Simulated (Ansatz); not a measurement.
WH₃F₅: nudged elastic band (part 2 of 2)

WH₃F₅; RKS B3LYP/def2-SVP (Ansatz 0.2.0). It belongs to a series of runs on one base structure; here: band between the two ends.

Geometry of the input (Å):
```
W  0.0444  0.1567  -0.1622
F  0.1079  0.9837  1.5025
F  1.8940  0.3182  -0.0462
H  0.2308  1.7648  -0.6552
F  -1.4563  -0.6149  0.6271
F  0.5512  -1.4168  -1.0250
F  -1.0682  0.3953  -1.6326
H  1.1271  -2.2795  1.7209
H  0.8657  -1.8452  2.2880
```

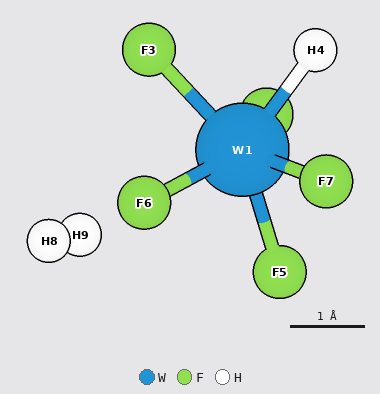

Fig. 1: The starting structure (ball-and-stick view, seen at a tilt; atoms are numbered from 1 in the order of the input). Sticks mark near contacts.

### The program's output, continued
```
NEB iter  41: max|band force component| = 1.111e-1 eV/Å  barrier→ = 1.5406 eV  barrier← = 0.5631 eV  CI = image 5  Δτ_max = 0.0326 Å  (222 SCF iters)
the calculation of the forces begins
reference -15452.39633212 eV, -567.8650911951 hartree; 31, 31 occupied and 86, 86 virtual orbitals, 1215 factors
1213 factors; integrals over basis functions are off by at most 9.6e-4 eV
mean field -15452.07970657 eV, -567.8534554208 hartree, gradient 1.6e-5 eV, S^2 0.000000; 1 other end points of the search recorded, 0 dependent functions left out
the calculation of the forces begins
reference -15452.08002511 eV, -567.8534671269 hartree; 31, 31 occupied and 86, 86 virtual orbitals, 1213 factors
NEB iter  42: max|band force component| = 1.848e-2 eV/Å  barrier→ = 1.5406 eV  barrier← = 0.5631 eV  CI = image 5  Δτ_max = 0.0000 Å  (438 SCF iters)
```

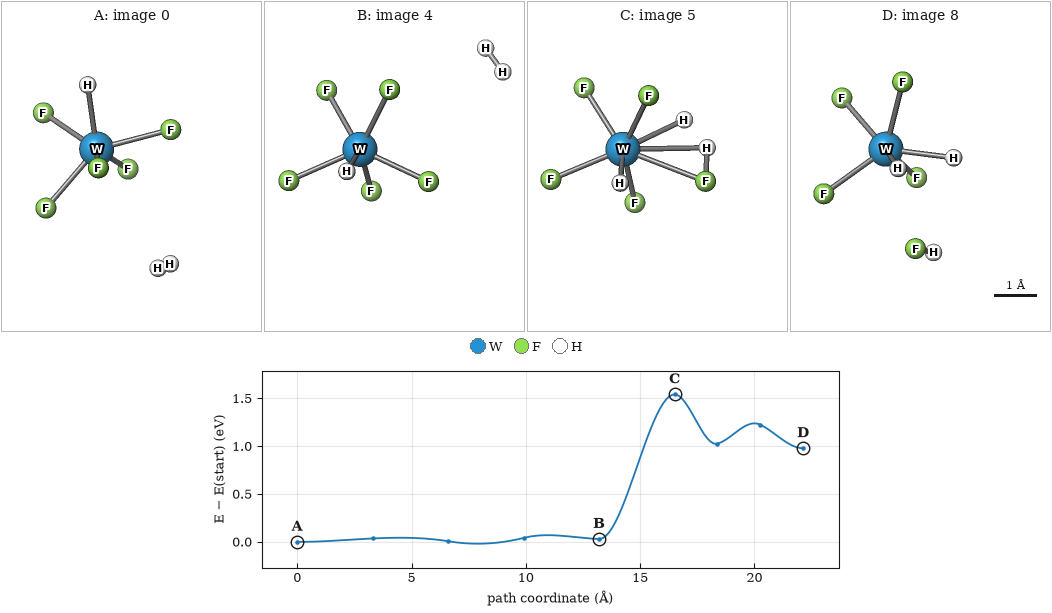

Fig. 2: Images of the last band (counted from 0; ball-and-stick, seen at a tilt) above the energy along the path; the line is a cubic interpolation that uses the forces. The highest image is number 5, 1.541 eV above the start and 0.563 eV above the end (the climbing image); the end lies 0.977 eV above the start. The path is 22.13 Å long. The band converged in 42 iterations.

```
Total energy: -15452.08002511 eV, -567.8534671269 hartree
Atom 0 at    -0.003107    -0.172508    -0.002353 Å, force     0.000001     0.000003     0.000001 eV/Å
Atom 1 at     0.804360    -0.220840     2.011144 Å, force    -0.000000    -0.000002    -0.000001 eV/Å
Atom 2 at     1.549295     0.843652    -0.209738 Å, force     0.000000    -0.000001    -0.000001 eV/Å
Atom 3 at    -0.390903     1.276451     0.771984 Å, force    -0.000001    -0.000001     0.000000 eV/Å
Atom 4 at    -1.656619     0.307471    -0.734141 Å, force    -0.000001     0.000001     0.000001 eV/Å
Atom 5 at    -0.975846    -1.521261     0.820946 Å, force     0.000000    -0.000002    -0.000001 eV/Å
Atom 6 at     0.361337    -0.582757    -1.781473 Å, force    -0.000001     0.000001     0.000000 eV/Å
Atom 7 at     1.322705    -1.449293     0.396198 Å, force     0.000000     0.000001     0.000001 eV/Å
Atom 8 at     1.285479    -1.018816     1.344633 Å, force     0.000001     0.000000    -0.000000 eV/Å
Dipole moment:     0.109000    -0.090734     0.143988 e Å
this run last wrote the band of iteration 42 to [file]
```

### The last band as extended XYZ (Å, eV, eV/Å)
```
9
Properties=species:S:1:pos:R:3:forces:R:3 image=0 energy=-15453.62028
W     0.0444    0.1567   -0.1622    0.0006   0.0090   0.0033
F     0.1079    0.9837    1.5025   -0.0018   0.0016  -0.0017
F     1.8940    0.3182   -0.0462   -0.0004  -0.0021   0.0018
H     0.2308    1.7648   -0.6552    0.0032  -0.0014   0.0002
F    -1.4563   -0.6149    0.6271   -0.0023  -0.0001   0.0002
F     0.5512   -1.4168   -1.0250   -0.0008  -0.0003  -0.0014
F    -1.0682    0.3953   -1.6326   -0.0013  -0.0046  -0.0008
H     1.1271   -2.2795    1.7209    0.0054  -0.0041  -0.0068
H     0.8657   -1.8452    2.2880   -0.0027   0.0021   0.0051
9
Properties=species:S:1:pos:R:3:forces:R:3 image=1 energy=-15453.58509
W    -0.3453    0.4055   -0.1150    0.0017   0.0048  -0.0002
F    -0.7771    1.7635    1.0780   -0.0051   0.0074  -0.0065
F     1.2306    0.3757    0.8712   -0.0021  -0.0028   0.0020
H     0.4762    1.6904   -0.8516    0.0097  -0.0038   0.0063
F    -2.1876    0.1569   -0.0101    0.0001  -0.0068   0.0015
F     0.0096   -1.4261   -0.1368    0.0138   0.0029   0.0066
F    -0.5865    0.2023   -1.9464   -0.0140   0.0015  -0.0052
H     2.0030   -2.6720    1.6264   -0.0013  -0.0060  -0.0054
H     2.4738   -3.0343    2.1014   -0.0027   0.0028   0.0009
9
Properties=species:S:1:pos:R:3:forces:R:3 image=2 energy=-15453.61424
W    -0.1394    0.2162    0.0484   -0.0005  -0.0053  -0.0050
F    -0.1070    0.3888    1.9021    0.0011  -0.0222   0.0078
F     1.4940    1.0786    0.2546   -0.0007   0.0085  -0.0120
H    -0.3710    1.4854   -1.0467   -0.0038   0.0007  -0.0010
F    -1.9192    0.7294    0.2035   -0.0064   0.0104   0.0071
F    -0.8244   -1.5194    0.0893   -0.0230   0.0219  -0.0232
F     0.6926   -0.4826   -1.4626    0.0138  -0.0229   0.0225
H     1.9841   -1.9905    1.4920    0.0106  -0.0005  -0.0024
H     1.4870   -2.4438    1.1366    0.0089   0.0094   0.0063
9
Properties=species:S:1:pos:R:3:forces:R:3 image=3 energy=-15453.57938
W    -0.5365    0.2201   -0.0888    0.0089  -0.0082   0.0072
F    -0.4902   -0.0678    1.7480    0.0113  -0.0201   0.0170
F     1.0838    1.0973    0.1649   -0.0262   0.0241   0.0060
H    -0.6581    1.6929   -0.9124    0.0159  -0.0270  -0.0820
F    -2.2739    0.7239    0.3450   -0.0292   0.0144   0.1300
F    -1.4012   -0.4147   -1.6041    0.0194   0.0330  -0.1254
F     0.5428   -1.2447   -0.4977    0.0101  -0.0215   0.0523
H     2.9320   -2.3983    1.3817   -0.0098   0.0143   0.0086
H     3.0979   -2.1466    2.0806   -0.0004  -0.0089  -0.0138
9
Properties=species:S:1:pos:R:3:forces:R:3 image=4 energy=-15453.59118
W    -0.4190    0.2679   -0.0334   -0.0033  -0.0048   0.0078
F    -0.1816    0.5073    1.7955    0.0091  -0.0055  -0.0023
F     1.2977    0.9768   -0.1022    0.0012   0.0041  -0.0031
H    -0.7926    1.9153    0.0916   -0.0012  -0.0028   0.0010
F    -1.9209    0.5474   -1.0925    0.0057  -0.0004  -0.0023
F    -1.3566   -1.2113    0.6037   -0.0022   0.0003   0.0011
F     0.2419   -0.6533   -1.5116    0.0048  -0.0019   0.0022
H     2.8295   -2.5824    1.0980   -0.0100   0.0076  -0.0048
H     2.5983   -2.3054    1.7681   -0.0041   0.0034   0.0004
9
Properties=species:S:1:pos:R:3:forces:R:3 image=5 energy=-15452.07971
W    -0.0031   -0.1725   -0.0024    0.0000   0.0000   0.0000
F     0.8044   -0.2208    2.0111    0.0000   0.0000   0.0000
F     1.5493    0.8437   -0.2097    0.0000   0.0000   0.0000
H    -0.3909    1.2765    0.7720    0.0000   0.0000   0.0000
F    -1.6566    0.3075   -0.7341    0.0000   0.0000   0.0000
F    -0.9758   -1.5213    0.8209    0.0000   0.0000   0.0000
F     0.3613   -0.5828   -1.7815    0.0000   0.0000   0.0000
H     1.3227   -1.4493    0.3962    0.0000   0.0000   0.0000
H     1.2855   -1.0188    1.3446    0.0000   0.0000   0.0000
9
Properties=species:S:1:pos:R:3:forces:R:3 image=6 energy=-15452.59473
W     0.0501   -0.1741   -0.3055   -0.0103   0.0010   0.0255
F     1.3421   -0.4025    2.0933   -0.0176   0.0057  -0.0091
F     1.6013    0.8461   -0.3453   -0.0118   0.0037   0.0241
H    -0.2538    1.0076    0.8719   -0.0253   0.0098   0.0067
F    -1.7576   -0.0895   -0.7849    0.0018   0.0294  -0.0190
F    -0.7082   -1.3304    0.9865   -0.0314  -0.0042  -0.0024
F     0.2295   -0.0151   -2.1587    0.0190  -0.0342   0.0269
H     1.1283   -1.4867   -0.2511    0.0055  -0.0067   0.0371
H     0.6651   -0.8932    2.5110    0.0700  -0.0044  -0.0899
9
Properties=species:S:1:pos:R:3:forces:R:3 image=7 energy=-15452.39602
W     0.2207   -0.1084   -0.2144    0.0066   0.0028   0.0027
F     0.5985   -0.3506    2.0885   -0.0528  -0.0081   0.0039
F     1.7414    0.8789   -0.6768   -0.0031  -0.0044  -0.0355
H     0.1085    1.3115    0.6708    0.0365   0.0093  -0.0105
F    -1.6311    0.1057    0.1334    0.0121   0.0220   0.0428
F    -0.3822   -1.8280    0.5232    0.0315  -0.0230  -0.0311
F    -0.1429   -0.1624   -2.0134   -0.0250  -0.0200   0.0065
H     1.5304   -1.1443    0.0802    0.0207   0.0388   0.0350
H     0.2535   -1.2403    2.0258   -0.0265  -0.0174  -0.0138
9
Properties=species:S:1:pos:R:3:forces:R:3 image=8 energy=-15452.64283
W     0.2209   -0.0938   -0.2333    0.0284  -0.0257  -0.0207
F    -0.0677   -0.6996    2.1617   -0.0086   0.0106   0.0071
F     1.4563    0.8222   -1.2790   -0.0069   0.0003  -0.0023
H     0.7628    1.1401    0.7947   -0.0055  -0.0007   0.0079
F    -1.4049    0.5641    0.3798   -0.0130   0.0080   0.0111
F     0.1189   -1.9528    0.0744    0.0067   0.0173  -0.0015
F    -0.4995   -0.3341   -1.9739    0.0010   0.0010   0.0063
H     1.6827   -0.3538    0.5902   -0.0049  -0.0095  -0.0015
H     0.0272   -1.6303    2.1027    0.0028  -0.0013  -0.0063
```

### Key numbers

| quantity | value |
| --- | --- |
| outcome | converged |
| barrier, forward | 1.541 eV |
| barrier, backward | 0.563 eV |
| wall time | 11 min (CPU time 40 min) |
| peak memory | 0.3 GiB |

### Remarks

The order of the saddle point was not checked.
